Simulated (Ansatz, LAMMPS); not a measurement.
**As in place of P at several sites of glassy 67P2O5-20BaO-13Al2O3 (mol %) (86 atoms)**

At which site of glassy 67P2O5-20BaO-13Al2O3 (mol %) (86 atoms) does As in place of P cost least, and what about the site decides it?

Method: Kohn-Sham DFT, PBE, PAW (set soft_2), plane waves, in Ansatz 0.2.0.

### Step 1. Set-up

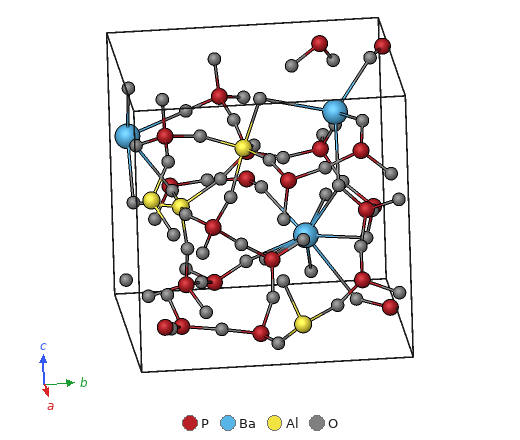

Start, viewed slightly off an axis; phosphorus red, barium blue, aluminium yellow, oxygen grey. Bonds to atoms that aren't drawn are left out. Some periodic images of atoms are drawn too.

The cell holds 86 atoms: 20 P, 3 Ba, 4 Al and 59 O. Cell: a = 10.698 Å, b = 10.698 Å, c = 10.698 Å, α = 90.0°, β = 90.0°, γ = 90.0°. 86 atoms (20 P, 3 Ba, 4 Al, 59 O) placed at random at 2.81 g/cm³, melted at 4000 K for 10 ps at fixed volume with the Morse and Coulomb pair potential with partial charges (Pedone, Malavasi, Menziani, Cormack and Segre, J. Phys. Chem. B 110, 11780 (2006)). Quenched from 4000 K to 300 K at 20 K/ps and fixed volume, held 10 ps at zero pressure, then minimised at fixed cell.

What the set-up can't give: The quench rate of 20 K/ps is many orders above laboratory rates, so the cell is likely richer in defects and strain than a real sample. The network of bonds at the start is that of the classical potential that made the cell, and needn't be the one that DFT or experiment would give. The Brillouin zone is sampled at Γ only, in a cell whose shortest periodic width is 11 Å. The levels lack spin–orbit coupling, which is large for the heavy elements here.

### Step 2. Single point at the start

The forces at the start show how far the geometry lies from a minimum of this functional.

input.yaml reads:

```yaml
crystal:
  lattice:
    - [10.69823, 0.0, 0.0]
    - [0.0, 10.69823, 0.0]
    - [0.0, 0.0, 10.69823]
  atoms:
    - { symbol: P, position: [0.42928, 0.92254, 0.41007] }
    - { symbol: P, position: [0.30992, 0.74444, 0.60533] }
    - { symbol: P, position: [0.35404, 0.98006, 0.99767] }
    - { symbol: P, position: [0.56489, 0.53145, 0.2704] }
    - { symbol: P, position: [0.37372, 0.2302, 0.13416] }
    - { symbol: P, position: [0.92196, 0.56793, 0.67771] }
    - { symbol: P, position: [0.37457, 0.4686, 0.63053] }
    - { symbol: P, position: [0.16413, 0.76656, 0.96351] }
    - { symbol: P, position: [0.66943, 0.14224, 0.7969] }
    - { symbol: P, position: [0.72049, 0.46796, 0.03733] }
    - { symbol: P, position: [0.00545, 0.49771, 0.41341] }
    - { symbol: P, position: [0.97345, 0.09389, 0.15901] }
    - { symbol: P, position: [0.04967, 0.21098, 0.41644] }
    - { symbol: P, position: [0.89917, 0.83087, 0.27518] }
    - { symbol: P, position: [0.70869, 0.17882, 0.07816] }
    - { symbol: P, position: [0.13557, 0.39447, 0.77455] }
    - { symbol: P, position: [0.95125, 0.8354, 0.7857] }
    - { symbol: P, position: [0.7028, 0.87101, 0.4827] }
    - { symbol: P, position: [0.12233, 0.3571, 0.06061] }
    - { symbol: P, position: [0.66165, 0.30957, 0.43545] }
    - { symbol: Ba, position: [0.59997, 0.77602, 0.83205] }
    - { symbol: Ba, position: [0.25418, 0.68658, 0.26102] }
    - { symbol: Ba, position: [0.21002, 0.04556, 0.66465] }
    - { symbol: Al, position: [0.65325, 0.43075, 0.72968] }
    - { symbol: Al, position: [0.881, 0.06577, 0.61893] }
    - { symbol: Al, position: [0.96209, 0.60214, 0.13731] }
    - { symbol: Al, position: [0.38189, 0.21821, 0.43605] }
    - { symbol: O, position: [0.35159, 0.09241, 0.09177] }
    - { symbol: O, position: [0.02388, 0.15428, 0.28552] }
    - { symbol: O, position: [0.83895, 0.8541, 0.86567] }
    - { symbol: O, position: [0.37976, 0.0445, 0.46187] }
    - { symbol: O, position: [0.17318, 0.76788, 0.61673] }
    - { symbol: O, position: [0.37412, 0.36822, 0.53157] }
    - { symbol: O, position: [0.93514, 0.70352, 0.7231] }
    - { symbol: O, position: [0.86588, 0.7396, 0.17309] }
    - { symbol: O, position: [0.31314, 0.04532, 0.87941] }
    - { symbol: O, position: [0.59078, 0.04148, 0.74342] }
    - { symbol: O, position: [0.5697, 0.90615, 0.43872] }
    - { symbol: O, position: [0.68514, 0.13475, 0.9421] }
    - { symbol: O, position: [0.9257, 0.9634, 0.2263] }
    - { symbol: O, position: [0.07, 0.82278, 0.86809] }
    - { symbol: O, position: [0.65621, 0.49627, 0.91638] }
    - { symbol: O, position: [0.72794, 0.32432, 0.06395] }
    - { symbol: O, position: [0.60891, 0.41631, 0.34838] }
    - { symbol: O, position: [0.85397, 0.51867, 0.0373] }
    - { symbol: O, position: [0.02083, 0.26323, 0.08695] }
    - { symbol: O, position: [0.01438, 0.35205, 0.42031] }
    - { symbol: O, position: [0.46955, 0.2919, 0.05394] }
    - { symbol: O, position: [0.48048, 0.92175, 0.99535] }
    - { symbol: O, position: [0.01583, 0.78663, 0.3399] }
    - { symbol: O, position: [0.80078, 0.13875, 0.73859] }
    - { symbol: O, position: [0.80385, 0.51116, 0.7252] }
    - { symbol: O, position: [0.38964, 0.8971, 0.27956] }
    - { symbol: O, position: [0.37892, 0.79499, 0.71523] }
    - { symbol: O, position: [0.9346, 0.53625, 0.29874] }
    - { symbol: O, position: [0.43081, 0.52014, 0.23313] }
    - { symbol: O, position: [0.22399, 0.6555, 0.90263] }
    - { symbol: O, position: [0.76868, 0.98591, 0.53504] }
    - { symbol: O, position: [0.26433, 0.43314, 0.72087] }
    - { symbol: O, position: [0.50064, 0.48314, 0.69125] }
    - { symbol: O, position: [0.96479, 0.94238, 0.69495] }
    - { symbol: O, position: [0.18894, 0.20592, 0.44109] }
    - { symbol: O, position: [0.77644, 0.25801, 0.37453] }
    - { symbol: O, position: [0.70279, 0.77176, 0.58152] }
    - { symbol: O, position: [0.55649, 0.2193, 0.45974] }
    - { symbol: O, position: [0.24635, 0.2983, 0.10218] }
    - { symbol: O, position: [0.98224, 0.1343, 0.51397] }
    - { symbol: O, position: [0.34082, 0.60379, 0.58933] }
    - { symbol: O, position: [0.1322, 0.38095, 0.91729] }
    - { symbol: O, position: [0.38246, 0.23817, 0.2742] }
    - { symbol: O, position: [0.09422, 0.47834, 0.1254] }
    - { symbol: O, position: [0.5844, 0.64702, 0.34563] }
    - { symbol: O, position: [0.6947, 0.37424, 0.5575] }
    - { symbol: O, position: [0.61906, 0.13776, 0.1745] }
    - { symbol: O, position: [0.06762, 0.03762, 0.07181] }
    - { symbol: O, position: [0.25993, 0.865, 0.00818] }
    - { symbol: O, position: [0.03511, 0.49273, 0.73502] }
    - { symbol: O, position: [0.62492, 0.27533, 0.77645] }
    - { symbol: O, position: [0.1384, 0.53892, 0.42002] }
    - { symbol: O, position: [0.10122, 0.27316, 0.71588] }
    - { symbol: O, position: [0.94133, 0.54503, 0.53639] }
    - { symbol: O, position: [0.08426, 0.7171, 0.07026] }
    - { symbol: O, position: [0.36137, 0.81826, 0.49068] }
    - { symbol: O, position: [0.7906, 0.83883, 0.3708] }
    - { symbol: O, position: [0.64899, 0.52306, 0.15083] }
    - { symbol: O, position: [0.84014, 0.12878, 0.11153] }
kpoints:
  mp_grid: { grid: [1, 1, 1] }
hamiltonian:
  xc: pbe
scf:
  occupations: { method: fermi_dirac, width: 0.025 }
output:
  forces: true
```

Started as:

```bash
> ansatz run input.yaml --threads 4 --pin off --max-ram 8192MiB --backend cpu --events-out ev --progress --plain --runs-dir out
```

Numbers of over 12 decimals in the logs are rounded to 6 here.

Log:

```text
[...]
Pseudopotentials: kind: paw
Pseudopotential: P, paw, valence charge 5, recommended cutoff 420 eV (normal), P.paw.azcp
Pseudopotential: Ba, paw, valence charge 10, recommended cutoff 420 eV (normal), Ba.paw.azcp
Pseudopotential: Al, paw, valence charge 3, recommended cutoff 420 eV (normal), Al.paw.azcp
Pseudopotential: O, paw, valence charge 6, recommended cutoff 420 eV (normal), O.paw.azcp
[... 5 lines on functional and potentials left out ...]
Crystal: 86 atoms, lattice volume = 1224.435 Å³
Basis set: ecut = 420 eV, 23847 PW (Γ), exchange–correlation on 144×144×144 points (8 copies of the dense FFT grid, shifted against one another)
Bands: 334, of which v1, the nominal top of the filled ones, is band 248 counted from 1 (247 counted from 0)
Symmetry: 1 space group operations
Space group: P1 (ITA 1), of the structure as read, at distance tolerance 1.1e-4 Å
k-points: 1
[... 9 lines on functional and potentials left out ...]
Initial density: superposition of atomic densities (neutral atoms: chi_scale 0, normalization atom), corrected by the library's trained network
Initial wavefunctions: pseudopotential atomic-orbital guess
[...]
SCF iter   1: F=—  HF=-68629.732314 eV  |F-HF|=—  |Δ(HF+E_count)|=         —  Δρ=4.69e-3  dr2=5.23e-1  ethr=1.77e-3  ⟨swp⟩=9.0  Hψ=2019  notcnv=0  defer=42
preconditioner: auto → Resta (q_TF=auto, 2.347 Å⁻¹)  ε∞=3.1  [insulator: Δε(μ)=3.116 eV  Ē_g=16.273 eV  σ=0.025 eV  W_gap=1.00  n_scr=250 (ndim 8)  ℏωp=23.6 eV  f_vac=0.179  D(μ)=0.00/eV (n_scr^D=0)  ε∞_Penn≈3.1]
SCF iter   2: F=—  HF=-68629.613714 eV  |F-HF|=—  |Δ(HF+E_count)|=   1.19e-1  Δρ=2.49e-3  dr2=1.30e-1  ethr=1.05e-4  ⟨swp⟩=3.0  Hψ=596  notcnv=0  defer=79
SCF iter   3: F=—  HF=-68629.581680 eV  |F-HF|=—  |Δ(HF+E_count)|=   3.20e-2  Δρ=1.22e-3  dr2=4.39e-2  ethr=2.62e-5  ⟨swp⟩=3.0  Hψ=486  notcnv=0  defer=32
automatic band count: iteration 3 solves 287 bands in place of 334: the levels show a gap, and the empty bands left out lie too high to hold charge; the band table lists the bands solved (type scf.n_extra_bands for more)
SCF iter   4: F=—  HF=-68629.567118 eV  |F-HF|=—  |Δ(HF+E_count)|=   1.46e-2  Δρ=5.28e-4  dr2=4.04e-3  ethr=8.84e-6  ⟨swp⟩=3.0  Hψ=487  notcnv=0  defer=32
SCF iter   5: F=—  HF=-68629.566511 eV  |F-HF|=—  |Δ(HF+E_count)|=   6.07e-4  Δρ=2.73e-4  dr2=8.40e-4  ethr=8.14e-7  ⟨swp⟩=4.0  Hψ=618  notcnv=0  defer=30
[...]
SCF iter   9: F=—  HF=-68629.568136 eV  |F-HF|=—  |Δ(HF+E_count)|=   8.73e-7  Δρ=4.86e-6  dr2=2.55e-7  ethr=2.92e-10  ⟨swp⟩=3.0  Hψ=550  notcnv=0  defer=30
SCF iter  10: F=-68629.568136 eV  HF=-68629.568136 eV  |F-HF|=2.54e-8  |Δ(HF+E_count)|=   8.42e-8  Δρ=2.65e-6  dr2=7.52e-8  ethr=2.02e-11  ⟨swp⟩=6.0  Hψ=1112  notcnv=0
SCF 1 converged in 10 iterations: F = -68629.568136 eV  dr2 = 7.52e-8
[...]
SCF converged after 10 iterations
Free energy (F): -68629.568136 eV
Harris-Foulkes:  -68629.568136 eV  (|F-HF|=2.54e-8)
Internal energy: -68629.568136 eV  (E = F + TS)
E sigma→0 (E₀):  -68629.568136 eV
Fermi energy:    5.590829 eV
--- Per-component energies (eV) ---
[...]
Σ components = -68629.568136   (vs F -68629.568136, Δ=0.00e0)
--- Forces (eV/Å), atoms counted from 1 ---
  atom   1  P     -1.08670958    -0.39310771    -1.88780591
  atom   2  P     -1.46624812     2.47257844     3.70365696
  atom   3  P      2.06683023     1.98698216    -3.56630462
  atom   4  P     -2.02231510     1.37418037     3.03181122
[...]
atom  86  O      1.04963227     0.12530505    -0.19252901
  max |Σ_I F_I| component: 1.50e-4 eV/Å
```

Elapsed: 11 s, on 4 threads of Intel Xeon 6975P-C (Granite Rapids), shared host; peak memory 1.6 GiB.

The column dr2 measures how far the density is from self-consistency, as an energy; F and HF (Harris–Foulkes) agree once it is small.

The r.m.s. force at the start is 1.2 eV/Å.

### Step 3. Relaxation

The atoms are relaxed in the fixed cell, aiming at the force tolerance of the input.

input.yaml reads:

```yaml
crystal:
  lattice:
    - [10.69823, 0.0, 0.0]
    - [0.0, 10.69823, 0.0]
    - [0.0, 0.0, 10.69823]
  atoms:
    [... the 86 atom lines of step 2 ...]
kpoints:
  mp_grid: { grid: [1, 1, 1] }
hamiltonian:
  xc: pbe
scf:
  occupations: { method: fermi_dirac, width: 0.025 }
output:
  forces: true
relax:
  f_tol: 0.05
  max_steps: 120
```

Log:

```text
[...]
Crystal: 86 atoms, lattice volume = 1224.435 Å³
Basis set: ecut = 420 eV, 23847 PW (Γ), exchange–correlation on 144×144×144 points (8 copies of the dense FFT grid, shifted against one another)
Bands: 334, of which v1, the nominal top of the filled ones, is band 248 counted from 1 (247 counted from 0)
Symmetry: 1 space group operations
[...]
k-points: 1
[...]
SCF iter   1: F=—  HF=-68629.732314 eV  |F-HF|=—  |Δ(HF+E_count)|=         —  Δρ=4.69e-3  dr2=5.23e-1  ethr=1.77e-3  ⟨swp⟩=9.0  Hψ=2019  notcnv=0  defer=42
[...]
SCF iter   7: F=-68629.568127 eV  HF=-68629.568132 eV  |F-HF|=5.23e-6  |Δ(HF+E_count)|=   2.61e-5  Δρ=4.29e-5  dr2=1.90e-5  ethr=1.26e-8  ⟨swp⟩=6.0  Hψ=1035  notcnv=0
SCF 1 converged in 7 iterations: F = -68629.568127 eV  dr2 = 1.90e-5
[...]
relax step   1: F+E_penalty+E_count = -68629.56812692 eV  Δ(F+E_penalty+E_count) = +0.000e0 eV  max|allowed force component| = 4.502e0 eV/Å  Δτ_max = 0.0000 Å  (7 SCF iters, dr2 threshold 6.25e-5 eV, accepted)
[...]
relax step   2: F+E_penalty+E_count = -68632.17485374 eV  Δ(F+E_penalty+E_count) = -2.607e0 eV  max|allowed force component| = 3.794e0 eV/Å  Δτ_max = 0.1949 Å  (6 SCF iters, dr2 threshold 1.00e-4 eV, accepted)
[...]
relax step   3: F+E_penalty+E_count = -68634.72267465 eV  Δ(F+E_penalty+E_count) = -2.548e0 eV  max|allowed force component| = 2.023e0 eV/Å  Δτ_max = 0.1840 Å  (7 SCF iters, dr2 threshold 1.00e-4 eV, accepted)
relax step   4: F+E_penalty+E_count = -68635.71147140 eV  Δ(F+E_penalty+E_count) = -9.888e-1 eV  max|allowed force component| = 1.033e0 eV/Å  Δτ_max = 0.2000 Å  (6 SCF iters, dr2 threshold 1.00e-4 eV, accepted)
relax step   5: F+E_penalty+E_count = -68636.71770665 eV  Δ(F+E_penalty+E_count) = -1.006e0 eV  max|allowed force component| = 9.741e-1 eV/Å  Δτ_max = 0.1943 Å  (7 SCF iters, dr2 threshold 1.00e-4 eV, accepted)
relax step   6: F+E_penalty+E_count = -68637.25027019 eV  Δ(F+E_penalty+E_count) = -5.326e-1 eV  max|allowed force component| = 4.540e-1 eV/Å  Δτ_max = 0.2000 Å  (6 SCF iters, dr2 threshold 1.00e-4 eV, accepted)
relax step   7: F+E_penalty+E_count = -68637.56071871 eV  Δ(F+E_penalty+E_count) = -3.104e-1 eV  max|allowed force component| = 4.365e-1 eV/Å  Δτ_max = 0.1941 Å  (7 SCF iters, dr2 threshold 4.48e-5 eV, accepted)
relax step   8: F+E_penalty+E_count = -68637.83181297 eV  Δ(F+E_penalty+E_count) = -2.711e-1 eV  max|allowed force component| = 3.664e-1 eV/Å  Δτ_max = 0.2000 Å  (6 SCF iters, dr2 threshold 4.14e-5 eV, accepted)
relax step   9: F+E_penalty+E_count = -68638.01781574 eV  Δ(F+E_penalty+E_count) = -1.860e-1 eV  max|allowed force component| = 3.153e-1 eV/Å  Δτ_max = 0.1950 Å  (6 SCF iters, dr2 threshold 9.46e-5 eV, accepted)
relax step  10: F+E_penalty+E_count = -68638.15873787 eV  Δ(F+E_penalty+E_count) = -1.409e-1 eV  max|allowed force component| = 3.045e-1 eV/Å  Δτ_max = 0.2000 Å  (6 SCF iters, dr2 threshold 7.00e-5 eV, accepted)
relax step  11: F+E_penalty+E_count = -68638.27148030 eV  Δ(F+E_penalty+E_count) = -1.127e-1 eV  max|allowed force component| = 4.224e-1 eV/Å  Δτ_max = 0.2000 Å  (7 SCF iters, dr2 threshold 6.86e-5 eV, accepted)
relax step  12: F+E_penalty+E_count = -68638.33464668 eV  Δ(F+E_penalty+E_count) = -6.317e-2 eV  max|allowed force component| = 4.997e-1 eV/Å  Δτ_max = 0.1509 Å  (6 SCF iters, dr2 threshold 1.00e-4 eV, accepted)
relax step  13: F+E_penalty+E_count = -68638.38289394 eV  Δ(F+E_penalty+E_count) = -4.825e-2 eV  max|allowed force component| = 2.340e-1 eV/Å  Δτ_max = 0.0509 Å  (5 SCF iters, dr2 threshold 1.00e-4 eV, accepted)
relax step  14: F+E_penalty+E_count = -68638.50472706 eV  Δ(F+E_penalty+E_count) = -1.218e-1 eV  max|allowed force component| = 2.169e-1 eV/Å  Δτ_max = 0.2000 Å  (7 SCF iters, dr2 threshold 1.20e-5 eV, accepted)
relax step  15: F+E_penalty+E_count = -68638.54705940 eV  Δ(F+E_penalty+E_count) = -4.233e-2 eV  max|allowed force component| = 3.253e-1 eV/Å  Δτ_max = 0.1184 Å  (7 SCF iters, dr2 threshold 1.03e-5 eV, accepted)
relax step  16: F+E_penalty+E_count = -68638.59202357 eV  Δ(F+E_penalty+E_count) = -4.496e-2 eV  max|allowed force component| = 2.518e-1 eV/Å  Δτ_max = 0.0966 Å  (6 SCF iters, dr2 threshold 9.09e-5 eV, accepted)
relax step  17: F+E_penalty+E_count = -68638.72237031 eV  Δ(F+E_penalty+E_count) = -1.303e-1 eV  max|allowed force component| = 3.025e-1 eV/Å  Δτ_max = 0.2000 Å  (7 SCF iters, dr2 threshold 3.80e-5 eV, accepted)
relax step  18: F+E_penalty+E_count = -68638.77096846 eV  Δ(F+E_penalty+E_count) = -4.860e-2 eV  max|allowed force component| = 4.501e-1 eV/Å  Δτ_max = 0.1363 Å  (6 SCF iters, dr2 threshold 5.48e-5 eV, accepted)
relax step  19: F+E_penalty+E_count = -68638.89732290 eV  Δ(F+E_penalty+E_count) = -1.264e-1 eV  max|allowed force component| = 3.679e-1 eV/Å  Δτ_max = 0.2000 Å  (6 SCF iters, dr2 threshold 1.00e-4 eV, accepted)
relax step  20: F+E_penalty+E_count = -68639.00119403 eV  Δ(F+E_penalty+E_count) = -1.039e-1 eV  max|allowed force component| = 3.182e-1 eV/Å  Δτ_max = 0.2000 Å  (6 SCF iters, dr2 threshold 9.04e-5 eV, accepted)
relax step  21: F+E_penalty+E_count = -68639.05265958 eV  Δ(F+E_penalty+E_count) = -5.147e-2 eV  max|allowed force component| = 2.819e-1 eV/Å  Δτ_max = 0.0944 Å  (6 SCF iters, dr2 threshold 6.76e-5 eV, accepted)
relax step  22: F+E_penalty+E_count = -68639.07739867 eV  Δ(F+E_penalty+E_count) = -2.474e-2 eV  max|allowed force component| = 1.908e-1 eV/Å  Δτ_max = 0.0555 Å  (5 SCF iters, dr2 threshold 5.95e-5 eV, accepted)
relax step  23: F+E_penalty+E_count = -68639.10206037 eV  Δ(F+E_penalty+E_count) = -2.466e-2 eV  max|allowed force component| = 1.694e-1 eV/Å  Δτ_max = 0.0730 Å  (6 SCF iters, dr2 threshold 1.67e-5 eV, accepted)
relax step  24: F+E_penalty+E_count = -68639.12615713 eV  Δ(F+E_penalty+E_count) = -2.410e-2 eV  max|allowed force component| = 2.095e-1 eV/Å  Δτ_max = 0.1065 Å  (7 SCF iters, dr2 threshold 1.31e-5 eV, accepted)
relax step  25: F+E_penalty+E_count = -68639.14905120 eV  Δ(F+E_penalty+E_count) = -2.289e-2 eV  max|allowed force component| = 2.574e-1 eV/Å  Δτ_max = 0.1045 Å  (6 SCF iters, dr2 threshold 3.46e-5 eV, accepted)
relax step  26: F+E_penalty+E_count = -68639.17515298 eV  Δ(F+E_penalty+E_count) = -2.610e-2 eV  max|allowed force component| = 3.077e-1 eV/Å  Δτ_max = 0.1132 Å  (6 SCF iters, dr2 threshold 6.63e-5 eV, accepted)
relax step  27: F+E_penalty+E_count = -68639.20251804 eV  Δ(F+E_penalty+E_count) = -2.737e-2 eV  max|allowed force component| = 3.848e-1 eV/Å  Δτ_max = 0.1589 Å  (6 SCF iters, dr2 threshold 9.47e-5 eV, accepted)
relax step  28: F+E_penalty+E_count = -68639.21570403 eV  Δ(F+E_penalty+E_count) = -1.319e-2 eV  max|allowed force component| = 5.112e-1 eV/Å  Δτ_max = 0.1349 Å  (6 SCF iters, dr2 threshold 1.00e-4 eV, accepted)
relax step  29: F+E_penalty+E_count = -68639.25486561 eV  Δ(F+E_penalty+E_count) = -3.916e-2 eV  max|allowed force component| = 3.895e-1 eV/Å  Δτ_max = 0.0658 Å  (5 SCF iters, dr2 threshold 1.00e-4 eV, accepted)
relax step  30: F+E_penalty+E_count = -68639.28445946 eV  Δ(F+E_penalty+E_count) = -2.959e-2 eV  max|allowed force component| = 3.571e-1 eV/Å  Δτ_max = 0.2000 Å  (6 SCF iters, dr2 threshold 8.81e-5 eV, accepted)
relax step  31: F+E_penalty+E_count = -68639.31396034 eV  Δ(F+E_penalty+E_count) = -2.950e-2 eV  max|allowed force component| = 1.048e-1 eV/Å  Δτ_max = 0.0676 Å  (5 SCF iters, dr2 threshold 7.40e-5 eV, accepted)
relax step  32: F+E_penalty+E_count = -68639.23980460 eV  Δ(F+E_penalty+E_count) = +7.416e-2 eV  max|allowed force component| = 3.883e-1 eV/Å  Δτ_max = 0.2000 Å  (10 SCF iters, rejected (line search))
relax step  33: F+E_penalty+E_count = -68639.32879290 eV  Δ(F+E_penalty+E_count) = -1.483e-2 eV  max|allowed force component| = 9.104e-2 eV/Å  Δτ_max = 0.0633 Å  (10 SCF iters, accepted)
relax step  34: F+E_penalty+E_count = -68639.33122279 eV  Δ(F+E_penalty+E_count) = -2.430e-3 eV  max|allowed force component| = 7.937e-2 eV/Å  Δτ_max = 0.0439 Å  (9 SCF iters, accepted)
relax step  35: F+E_penalty+E_count = -68639.33427071 eV  Δ(F+E_penalty+E_count) = -3.048e-3 eV  max|allowed force component| = 3.930e-2 eV/Å  Δτ_max = 0.0277 Å  (5 SCF iters, dr2 threshold 4.75e-6 eV, accepted)
[...]
relax step  36: F+E_penalty+E_count = -68639.33427220 eV  Δ(F+E_penalty+E_count) = -1.487e-6 eV  max|allowed force component| = 3.915e-2 eV/Å  Δτ_max = 0.0000 Å  (4 SCF iters, accepted)
SCF converged after 4 iterations
Free energy (F): -68639.334272 eV
[...]
Internal energy: -68639.334272 eV  (E = F + TS)
E sigma→0 (E₀):  -68639.334272 eV
Fermi energy:    5.417360 eV
[...]
--- Forces (eV/Å), atoms counted from 1 ---
  atom   1  P      0.00800621     0.01677589     0.00881572
  atom   2  P      0.00052003    -0.01347144    -0.01807518
  atom   3  P     -0.02179106     0.00135036     0.01057518
  atom   4  P     -0.03914938     0.01262617    -0.00934935
  atom   5  P      0.02804644     0.01671591     0.02627023
  atom   6  P      0.00623513     0.00025715    -0.00803133
  atom   7  P     -0.00614616     0.00242457    -0.01840239
  atom   8  P     -0.01345439    -0.02048322    -0.01448502
  atom   9  P     -0.01464394    -0.01578297    -0.00977824
  atom  10  P     -0.01998750     0.00170644    -0.02064589
  atom  11  P      0.01143840    -0.01261929    -0.02563313
  atom  12  P     -0.01367198     0.00790068    -0.00516697
  atom  13  P      0.03091873    -0.01670613    -0.00959553
  atom  14  P     -0.00825129    -0.01259505     0.01833513
[...]
atom  85  O      0.02012703     0.00436870     0.02196550
  atom  86  O      0.00438395    -0.00996842     0.00529128
  max |Σ_I F_I| component: 1.25e-4 eV/Å
--- Relaxed structure (36 steps of the walk, 35 accepted, 0 SCFs on fresh bases) ---
  F+E_penalty+E_count = -68639.33427220 eV   max|allowed force component| = 3.915e-2 eV/Å
  atoms:
    - { symbol: P, position: [0.438606, 0.943046, 0.453412] }
    - { symbol: P, position: [0.369134, 0.746310, 0.652065] }
    - { symbol: P, position: [0.307473, 0.952797, 1.024139] }
    - { symbol: P, position: [0.545162, 0.534623, 0.261219] }
[...]
- { symbol: O, position: [0.832806, 0.181306, 0.162141] }
```

Elapsed: 2.2 min, on 4 threads; peak memory 1.6 GiB; 8.1 min of CPU time.

The relaxation converged after 36 steps, 9.77 eV below its start, with a largest force component of 0.039 eV/Å.

(Part 1 of 4 ends here.)

[Logs are printed without paths, hosts, clocks, repeated set-up lines and the standing remarks that a program may print on its own settings, such as how far it seeks lower states.]

[Hosts, paths, dates, database ids (printed as entryN), source tags and the programs' standing remarks are cut or masked in the printed files.]
